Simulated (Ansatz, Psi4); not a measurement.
## Abstraction of H: Si2H4F2 + SiH(CC)Cl2 → Si2H3F2 + C2H2Cl2Si

Gas-phase species: Si2H4F2 `F[SiH2][SiH2]F`, singlet; SiH(CC)Cl2, doublet; Si2H3F2 `F[SiH][SiH2]F`, doublet; C2H2Cl2Si `C#C[SiH](Cl)Cl`, singlet. A radical takes H: the energy is the difference in strength between the Si–H bond broken and the C–H bond made.

Shapes, held fixed at every level: PBE0-D4/def2-TZVP. Flexible molecules stand in one conformer, not always the lowest. Programs: Ansatz 0.2.0. Electronic energies: no zero-point or thermal term.

```
               level                    kind  ΔE (kJ/mol)
       HF/def2-TZVPP            Hartree–Fock       -129.9
   PBE-D4/def2-TZVPP                     GGA       -198.0
r2SCAN-D4/def2-TZVPP                meta-GGA       -184.4
 B3LYP-D4/def2-TZVPP           global hybrid       -192.8
  wB97M-V/def2-TZVPP  range-separated hybrid       -192.8
  wB97X-V/def2-TZVPP  range-separated hybrid       -189.5
   B2PLYP/def2-TZVPP           double hybrid       -191.8
```

B2PLYP/def2-TZVPP gives ΔE = -191.8 kJ/mol; the levels span -198.0 to -129.9. The median of the levels is -191.8. No measured value is set beside it here. Spin contamination: SiH(CC)Cl2 (⟨S²⟩ up to 1.18). Open shells run unrestricted.

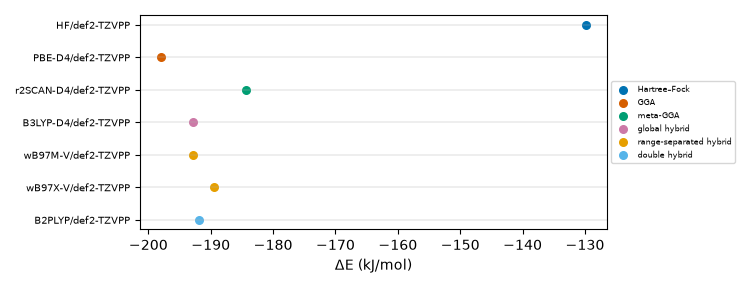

The values of the table, level by level.
